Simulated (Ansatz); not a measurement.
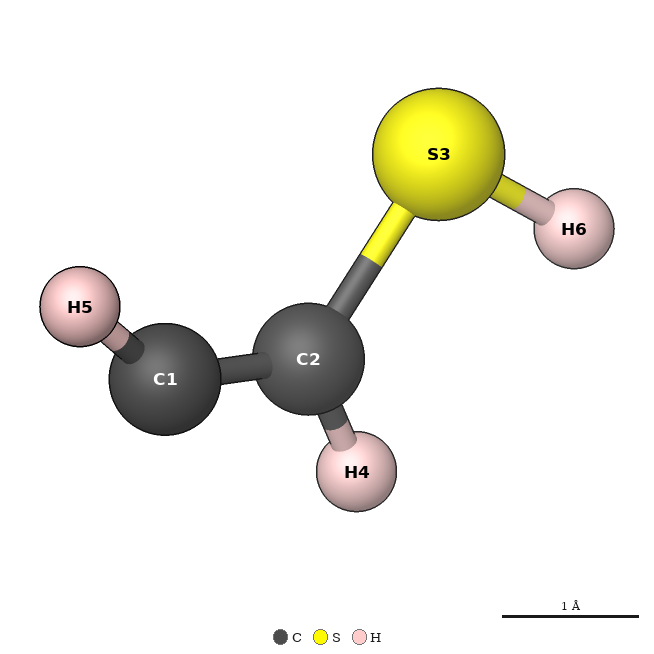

Charge 0, doublet. The geometry was computed by an optimisation with PBE-D4/def2-SVP. No frequency run is at hand to confirm it as a minimum.

Give the bond lengths.

| bond | length (Å) |
| --- | --- |
| C1–C2 | 1.321 |
| C1–H5 | 1.095 |
| C2–S3 | 1.798 |
| C2–H4 | 1.106 |
| S3–H6 | 1.362 |
